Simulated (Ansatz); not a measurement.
# Calcium, diamond: r²SCAN0 at the r²SCAN geometry

How do the levels change when part of the exchange is made exact, and what does it cost? Spin polarisation is left out. The cell comes from an earlier r²SCAN relaxation. Exact exchange is dear, so the k-mesh is coarse, and r²SCAN is run on the same mesh for comparison.

Program: Ansatz 0.2.0. Level of theory: DFT, plane waves (500 eV) with PBE-made PAW files, scalar-relativistic; functionals as named at each step. These are calculated values, not measurements.

## (1) The starting structure

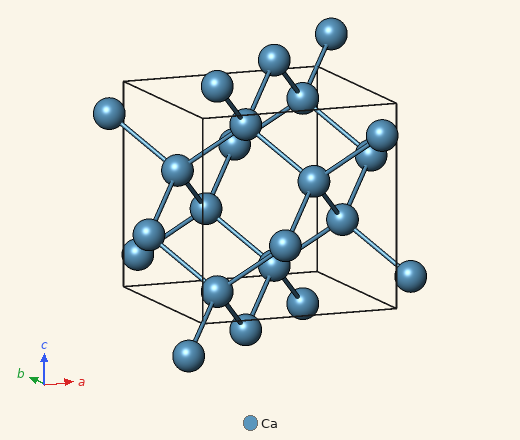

Start, viewed slightly off an axis; calcium blue. The conventional cell is drawn; the run uses a primitive one. Any atoms on the faces are drawn again on the opposite ones, and bonded neighbours outside are added.

As a file:

```
CELL_PARAMETERS angstrom
0.00000 4.32917 4.32917
4.32917 0.00000 4.32917
4.32917 4.32917 0.00000
ATOMIC_POSITIONS crystal
Ca 0.12500 0.12500 0.12500
Ca 0.87500 0.87500 0.87500
```

## (2) r²SCAN on the coarse mesh

The run with r²SCAN.

Contents of input.yaml:

```yaml
crystal:
  lattice:
    - [0.0, 4.3291683268, 4.3291683268]
    - [4.3291683268, 0.0, 4.3291683268]
    - [4.3291683268, 4.3291683268, 0.0]
  atoms:
    - { symbol: Ca, position: [0.125, 0.125, 0.125] }
    - { symbol: Ca, position: [0.875, 0.875, 0.875] }
hamiltonian:
  xc: r2scan
  pseudopotentials:
    kind: paw
    azcp:
      Ca: "pseudopotentials/Ca.paw.azcp"
basis:
  ecutwfc: 500
  fft_grid_basis: typed
kpoints:
  mp_grid: { grid: [4, 4, 4], shift: [0, 0, 0] }
magnetization:
  spin_polarized: false
scf:
  occupations: { method: fermi_dirac, width: 0.1 }
```

On the command line:

```console
$ ansatz run input.yaml --threads 4 --pin off --max-ram 8192MiB --backend cpu --events-out ev --progress --plain --runs-dir out
```

The program printed:

```text
Warning: RAYON_NUM_THREADS=4 ignored (pool sized by the plan → 4); use --threads N
Engine: ansatz 0.2.0, aarch64-unknown-linux-gnu
Pseudopotentials: kind: paw
Pseudopotential: Ca, paw, valence charge 10, recommended cutoff 500 eV (meta_gga), <dir>
Functional definition: r2SCAN
  parameter k0 = 0.174
  parameter k1 = 0.065
  parameter a1 = 4.9479
  exchange = r2scan_x(k0 = k0, k1 = k1, a1 = a1)
  correlation = r2scan_c
Crystal: 2 atoms, lattice volume = 162.272 Å³
Basis set: ecut = 500 eV, 4111 PW (Γ), exchange–correlation on 180×180×180 points (64 copies of the dense FFT grid, shifted against one another)
Bands: 14, of which v1, the nominal top of the filled ones, is band 10 counted from 1 (9 counted from 0)
Symmetry: 48 space group operations
Space group: Fd-3m (ITA 227), of the structure as read, at distance tolerance 5.5e-5 Å
k-points: 8 of 64
Non-local potential: Ca, projectors of the file, l = 0: 3, l = 1: 2, l = 2: 2
PAW form: soft (Blöchl's): semilocal exchange-correlation on the pseudo side does not see the compensation charge
PAW frozen core: Ca, regenerated for the run's functional (the file was generated under x = pbe(κ = 0.804, μ = 0.2195149727645171), c = pbe(β = 0.06672455060314922))
PAW one-centre angular grid: Ca, 302 points (default); XC on 160 Gauss nodes
Initial density: superposition of atomic densities (neutral atoms: chi_scale 0, normalization atom), corrected by the library's trained network
Initial wavefunctions: pseudopotential atomic-orbital guess
Functional: x = r2scan, c = r2scan; τ floored in thin density (d = 2e-4 eV/Å³)
SCF iter   1: F=—  HF=-3641.085270 eV  |F-HF|=—  |Δ(HF+E_count)|=         —  Δρ=4.17e-3  dr2=7.13e-2  dr2_τ=1.77e-3  ethr=1.77e-3  ⟨swp⟩=6.6  Hψ=683  notcnv=0
preconditioner: auto → LDOS  [metal: Δε(μ)=0.160 eV  Ē_g=2.076 eV  σ=0.100 eV  W_gap=0.38  n_scr=14 (ndim 8)  ℏωp=5.8 eV  f_vac=0.031  D(μ)=3.15/eV (n_scr^D=14)  β→1.0]
SCF iter   2: F=—  HF=-3641.102883 eV  |F-HF|=—  |Δ(HF+E_count)|=   1.76e-2  Δρ=1.76e-3  dr2=9.81e-3  dr2_τ=9.21e-4  ethr=3.57e-4  ⟨swp⟩=3.0  Hψ=299  notcnv=0
SCF iter   3: F=—  HF=-3641.105634 eV  |F-HF|=—  |Δ(HF+E_count)|=   2.75e-3  Δρ=1.02e-3  dr2=3.27e-3  dr2_τ=2.17e-4  ethr=4.90e-5  ⟨swp⟩=2.8  Hψ=222  notcnv=0
SCF iter   4: F=—  HF=-3641.105942 eV  |F-HF|=—  |Δ(HF+E_count)|=   3.09e-4  Δρ=1.37e-4  dr2=6.77e-5  dr2_τ=9.20e-7  ethr=1.64e-5  ⟨swp⟩=3.0  Hψ=210  notcnv=0
SCF iter   5: F=—  HF=-3641.105989 eV  |F-HF|=—  |Δ(HF+E_count)|=   4.67e-5  Δρ=1.85e-5  dr2=8.13e-7  dr2_τ=1.80e-8  ethr=3.39e-7  ⟨swp⟩=3.4  Hψ=243  notcnv=0
SCF iter   6: F=-3641.105992 eV  HF=-3641.105991 eV  |F-HF|=4.81e-8  |Δ(HF+E_count)|=   2.41e-6  Δρ=3.29e-6  dr2=2.11e-8  dr2_τ=4.14e-10  ethr=5.00e-10  ⟨swp⟩=3.0  Hψ=242  notcnv=0
SCF 1 converged in 6 iterations: F = -3641.105992 eV  dr2 = 2.11e-8
SCF converged after 6 iterations
Free energy (F): -3641.105992 eV
Harris-Foulkes:  -3641.105991 eV  (|F-HF|=4.81e-8)
Internal energy: -3641.000109 eV  (E = F + TS)
E sigma→0 (E₀):  -3641.053051 eV
Entropy (-TS):   -0.105882 eV (-52.941 meV/atom)
Fermi energy:    1.491740 eV
--- Per-component energies (eV) ---
  E_band       = -456.968556
  E_kinetic    = 545.300594
  E_local      = -2194.042423  (includes V_loc(G=0)·N_el)
  E_nonlocal   = 126.450065
  E_hartree    = 771.197802
  E_xc         = -266.443267
  E_vxc        = -378.189322  (∫ρ·V_xc dr)
  E_paw        = -1727.145287  (= ΣΔE_a)
  E_vpaw       = -122.164172  (= ΣTr[D̂ρ^β])
  E_aug_tail   = -0.000008  (compensation charges beyond the density's cutoff)
  E_vtau       = 23.282352  (kinetic-family band-sum trace: ∫τ·v_τ [+ j·A + Jᵃ·Aᵃ] dr)
  E_ewald      = -895.876254
  E_core_change = -0.441331  (= ΣΔE_core)
  E_smearing   = -0.105882  (= −TS)
  E_closure    = -0.000000  (closes the sum)
  Σ components = -3641.105992   (vs F -3641.105992, Δ=0.00e0)
```

Run time: 0.9 s. Hardware: 4 threads of Arm Neoverse V2, shared host; peak memory 0.63 GiB.

## (3) r²SCAN0 on the coarse mesh

The run with r²SCAN0.

input.yaml: that of step 2 with these lines changed.

```diff
@@ -9,3 +9,3 @@
 hamiltonian:
-  xc: r2scan
+  xc: r2scan0
   pseudopotentials:
```

On the command line:

```console
$ ansatz run input.yaml --threads 4 --pin off --max-ram 8192MiB --backend cpu --events-out ev --progress --plain --runs-dir out
```

The program printed:

```text
Warning: RAYON_NUM_THREADS=4 ignored (pool sized by the plan → 4); use --threads N
[... 3 set-up lines as earlier in the session ...]
Functional definition: r2SCAN0
  parameter a = 0.25
[... 3 set-up lines as earlier in the session ...]
  exchange = (1 - a)*r2scan_x(k0 = k0, k1 = k1, a1 = a1) + a*exact_x
[... 1 set-up line as earlier in the session ...]
Crystal: 2 atoms, lattice volume = 162.272 Å³
Basis set: ecut = 500 eV, 4111 PW (Γ), exchange–correlation on 180×180×180 points (64 copies of the dense FFT grid, shifted against one another)
Bands: 14, of which v1, the nominal top of the filled ones, is band 10 counted from 1 (9 counted from 0)
[... 2 set-up lines as earlier in the session ...]
k-points: 8 of 64
[... 2 set-up lines as earlier in the session ...]
PAW frozen core: Ca, regenerated for the run's functional, and the local potential with it (the file was generated under x = pbe(κ = 0.804, μ = 0.2195149727645171), c = pbe(β = 0.06672455060314922))
[... 3 set-up lines as earlier in the session ...]
Functional: x = r2scan, c = r2scan; τ floored in thin density (d = 2e-4 eV/Å³), warm-up for x = 0.75 r2scan + 0.25 exact, c = r2scan; τ floored in thin density (d = 2e-4 eV/Å³)
SCF iter   1: F=—  HF=-3641.085422 eV  |F-HF|=—  |Δ(HF+E_count)|=         —  Δρ=4.05e-3  dr2=6.88e-2  dr2_τ=1.65e-3  ethr=1.77e-3  ⟨swp⟩=15.5  Hψ=725  notcnv=1
preconditioner: auto → Kerker (q_TF=auto, 1.925 Å⁻¹)  [metal: Δε(μ)=0.160 eV  Ē_g=2.150 eV  σ=0.100 eV  W_gap=0.38  n_scr=14 (ndim 8)  ℏωp=5.8 eV  f_vac=0.031  D(μ)=3.14/eV (n_scr^D=14)]
SCF iter   2: F=—  HF=-3641.106268 eV  |F-HF|=—  |Δ(HF+E_count)|=   2.08e-2  Δρ=2.66e-3  dr2=4.23e-2  dr2_τ=1.66e-4  ethr=3.44e-4  ⟨swp⟩=5.5  Hψ=280  notcnv=0  defer=2
SCF iter   3: F=—  HF=-3641.104937 eV  |F-HF|=—  |Δ(HF+E_count)|=   1.33e-3  Δρ=1.13e-3  dr2=4.99e-3  dr2_τ=1.35e-4  ethr=2.12e-4  ⟨swp⟩=6.9  Hψ=352  notcnv=0  defer=2
SCF iter   4: F=—  HF=-3641.106007 eV  |F-HF|=—  |Δ(HF+E_count)|=   1.07e-3  Δρ=4.79e-4  dr2=8.61e-4  dr2_τ=7.73e-5  ethr=2.49e-5  ⟨swp⟩=6.8  Hψ=314  notcnv=0
SCF iter   5: F=—  HF=-3641.106488 eV  |F-HF|=—  |Δ(HF+E_count)|=   4.81e-4  Δρ=2.15e-4  dr2=1.20e-4  dr2_τ=1.07e-5  ethr=4.30e-6  ⟨swp⟩=12.0  Hψ=488  notcnv=3
iter 6 solved again at ethr=1.65e-8 eV; its pass at ethr=6.00e-7 eV (dr2=3.29e-6 eV) is discarded
SCF iter   6: F=—  HF=-3641.106528 eV  |F-HF|=—  |Δ(HF+E_count)|=   4.01e-5  Δρ=3.58e-5  dr2=2.64e-6  dr2_τ=9.67e-8  ethr=1.65e-8  ⟨swp⟩=11.0  Hψ=785  notcnv=1
eigensolver tolerance schedule: the retry pair's looser diagonalisation over-reported the residual by 0.25 of it (diagonalisation noise at 0.25 of the residual, at the tolerance the schedule requests for it); recorded, not acted on — ethr = c·dr2/N_el stays at c = 1.0e-1
SCF iter   7: F=—  HF=-3641.106529 eV  |F-HF|=—  |Δ(HF+E_count)|=   1.45e-6  Δρ=3.96e-6  dr2=3.97e-8  dr2_τ=4.81e-10  ethr=1.32e-8  ⟨swp⟩=7.1  Hψ=336  notcnv=1
SCF iter   8: F=—  HF=-3641.106529 eV  |F-HF|=—  |Δ(HF+E_count)|=   1.05e-7  Δρ=9.52e-7  dr2=3.41e-9  dr2_τ=2.79e-11  ethr=1.98e-10  ⟨swp⟩=10.6  Hψ=464  notcnv=0
SCF iter   9: F=-3641.106529 eV  HF=-3641.106529 eV  |F-HF|=1.96e-10  |Δ(HF+E_count)|=   9.53e-9  Δρ=2.03e-7  dr2=9.04e-11  dr2_τ=6.06e-12  ethr=1.70e-11  ⟨swp⟩=8.2  Hψ=376  notcnv=0
SCF 1 converged in 9 iterations: F = -3641.106529 eV  dr2 = 9.04e-11
Initial density: handed on by an earlier stage of this run
Initial wavefunctions: those handed on with the density
Functional: x = 0.75 r2scan + 0.25 exact, c = r2scan; τ floored in thin density (d = 2e-4 eV/Å³)
Frozen-core exchange: fock
iter 1 solved again at ethr=1.52e-5 eV; its pass at ethr=1.00e-1 eV (dr2=3.05e-3 eV) is discarded
SCF iter   1: F=—  HF=-3640.700099 eV  |F-HF|=—  |Δ(HF+E_count)|=         —  Δρ=1.82e-3  dr2=1.64e-2  dr2_τ=3.22e-4  ethr=1.52e-5  ⟨swp⟩=9.2  Hψ=675  notcnv=0
eigensolver tolerance schedule calibrated: the retry pair's looser diagonalisation under-reported the residual by θ = 0.74 (0.19/decade); ethr = c·dr2/N_el runs at the constant in force after the calibration composes with the one it found (an armed cap, an earlier calibration), c = 2.7e-2
preconditioner: auto → none  [insulator: Δε(μ)=0.318 eV  Ē_g=3.207 eV  σ=0.100 eV  W_gap=0.65  n_scr=14 (ndim 8)  ℏωp=5.8 eV  f_vac=0.003  D(μ)=1.59/eV (n_scr^D=8)]
SCF iter   2: F=—  HF=-3640.717532 eV  |F-HF|=—  |Δ(HF+E_count)|=   1.74e-2  Δρ=1.10e-3  dr2=4.16e-3  dr2_τ=8.64e-5  ethr=1.52e-5  ⟨swp⟩=5.0  Hψ=360  notcnv=0
SCF iter   3: F=—  HF=-3640.717728 eV  |F-HF|=—  |Δ(HF+E_count)|=   1.96e-4  Δρ=3.62e-4  dr2=2.34e-4  dr2_τ=2.63e-5  ethr=5.22e-6  ⟨swp⟩=5.5  Hψ=372  notcnv=0
SCF iter   4: F=-3640.717777 eV  HF=-3640.717776 eV  |F-HF|=7.19e-7  |Δ(HF+E_count)|=   4.81e-5  Δρ=7.88e-5  dr2=1.20e-5  dr2_τ=5.40e-7  ethr=2.13e-7  ⟨swp⟩=5.1  Hψ=374  notcnv=0
SCF 2 stopped early in 4 iterations: F = -3640.717777 eV  dr2 = 1.20e-5
hybrid outer 1: dexx = +3.384e-2 eV, tail = 5.45e-5 eV
Frozen-core exchange: fock
SCF iter   1: F=—  HF=-3640.718079 eV  |F-HF|=—  |Δ(HF+E_count)|=         —  Δρ=4.04e-5  dr2=1.16e-6  dr2_τ=3.85e-7  ethr=1.36e-6  ⟨swp⟩=6.4  Hψ=326  notcnv=0
preconditioner: auto → none  [insulator: Δε(μ)=0.447 eV  Ē_g=3.200 eV  σ=0.100 eV  W_gap=0.77  n_scr=14 (ndim 8)  ℏωp=5.8 eV  f_vac=0.000  D(μ)=1.16/eV (n_scr^D=0)]
SCF iter   2: F=—  HF=-3640.718081 eV  |F-HF|=—  |Δ(HF+E_count)|=   2.58e-6  Δρ=2.32e-5  dr2=5.98e-7  dr2_τ=4.08e-8  ethr=3.92e-9  ⟨swp⟩=5.4  Hψ=354  notcnv=0
iter 3 solved again at ethr=2.10e-10 eV; its pass at ethr=2.43e-9 eV (dr2=4.21e-8 eV) is discarded
SCF iter   3: F=-3640.718082 eV  HF=-3640.718082 eV  |F-HF|=3.65e-8  |Δ(HF+E_count)|=   8.15e-7  Δρ=6.45e-6  dr2=6.12e-8  dr2_τ=1.52e-8  ethr=2.10e-10  ⟨swp⟩=3.1  Hψ=579  notcnv=0
SCF 3 converged in 3 iterations: F = -3640.718082 eV  dr2 = 6.12e-8
hybrid outer 2: dexx = +4.562e-6 eV, tail = 1.85e-7 eV, Δε = 4.91e-3 eV (about 4.08e-4 eV left of the loop's levels)
hybrid SCF converged: 2 outer / 7 inner (+9 warm-up), last move |dexx| = 4.56e-6 eV, tail = 1.85e-7 eV
Stability not checked: this state was not tested for a lower state beside it, because the functional holds exact exchange (a hybrid, or Hartree-Fock), whose exchange loop this test does not read (fock_operator; see scf.lower_state_search)
Free energy (F): -3640.718082 eV
Frozen-core exchange: fock
Harris-Foulkes:  -3640.718082 eV  (|F-HF|=3.65e-8)
Internal energy: -3640.674330 eV  (E = F + TS)
E sigma→0 (E₀):  -3640.696206 eV
Entropy (-TS):   -0.043752 eV (-21.876 meV/atom)
Fermi energy:    1.661554 eV
--- Per-component energies (eV) ---
  E_band       = -500.950891
  E_kinetic    = 544.248751
  E_local      = -2188.204309  (includes V_loc(G=0)·N_el)
  E_nonlocal   = 126.049075
  E_hartree    = 766.895878
  E_xc         = -204.850180
  E_vxc        = -285.423155  (∫ρ·V_xc dr)
  E_exx        = -62.960918  (= α·E_x^exact, valence–valence)
  E_paw        = -1725.392416  (= ΣΔE_a)
  E_vpaw       = -120.684275  (= ΣTr[D̂ρ^β])
  E_aug_tail   = -0.000008  (compensation charges beyond the density's cutoff)
  E_vtau       = 15.201703  (kinetic-family band-sum trace: ∫τ·v_τ [+ j·A + Jᵃ·Aᵃ] dr)
  E_ewald      = -895.876254
  E_core_change = -0.583948  (= ΣΔE_core)
  E_smearing   = -0.043752  (= −TS)
  E_closure    = -0.000000  (closes the sum)
  Σ components = -3640.718082   (vs F -3640.718082, Δ=0.00e0)
--- Band table (eV; the first three rows and the last of 8) ---
  k-point 0: bands = ["-47.1093", "-47.0944", "-25.9861", "-25.9861", "-25.9861", "-25.9268", "-25.9268", "-25.9268", "-2.6822", "3.0522", "3.0522", "3.0522", "3.5125"]
  k-point 1: bands = ["-47.1077", "-47.0960", "-25.9889", "-25.9889", "-25.9848", "-25.9293", "-25.9242", "-25.9242", "-2.1980", "1.9254", "3.0631", "3.0631", "3.4356"]
  k-point 2: bands = ["-47.1055", "-47.0981", "-25.9916", "-25.9916", "-25.9836", "-25.9318", "-25.9218", "-25.9218", "-1.2208", "-0.0103", "3.2032", "3.2032", "3.2120"]
  k-point 7: bands = ["-47.1018", "-47.1018", "-25.9974", "-25.9974", "-25.9575", "-25.9575", "-25.9168", "-25.9168", "-0.0211", "-0.0211", "1.3647", "1.3647", "3.4234"]
  guard bands above this table: 1 of the run's 14 bands, where the rule asks 2: the bands that hold charge and the lowest empty level above them stay in the table. The solve was not asked for them (output.publish_guard_bands: true or output.eigenvalues: true publishes all)
```

It took 9.9 s on 4 threads of Arm Neoverse V2, shared host; peak memory 2.3 GiB.

## (4) Side by side

```tsv
functional	gap on the mesh	Fermi energy (eV)	SCF cycles	exchange loops	CPU time
r²SCAN	none (levels filled in part)	1.492	6	-	3 s
r²SCAN0	none (levels filled in part)	1.662	16	2	34 s
```

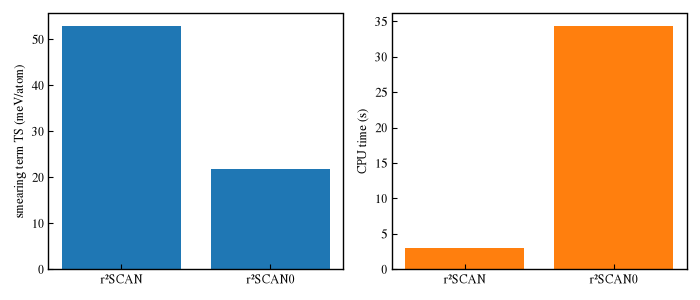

Smearing term and CPU time by functional.

## (5) Outcome

```
                             quantity                         value
                          r²SCAN: gap  none (levels filled in part)
                         r²SCAN0: gap  none (levels filled in part)
  r²SCAN0: SCF cycles, exchange loops                         16, 2
r²SCAN0: CPU time over that of r²SCAN                            11
             r²SCAN0: relative to fcc                +1101 meV/atom
```

In words: Both r²SCAN and r²SCAN0 leave levels filled in part. The hybrid took 11 times as much CPU time as r²SCAN on the same settings. The exchange operator of r²SCAN0 was renewed in 2 outer loops. To compare with dense-mesh energies, the change of r²SCAN from this mesh and smearing to its dense run (-9.4 meV/atom, from a run not shown) is added. Under r²SCAN0 it lies 1101 meV/atom above fcc (computed apart in the same way); on such meshes a few tens of meV are uncertain for metals. Absolute energies differ from functional to functional, by eV per atom at times, and say nothing by themselves.
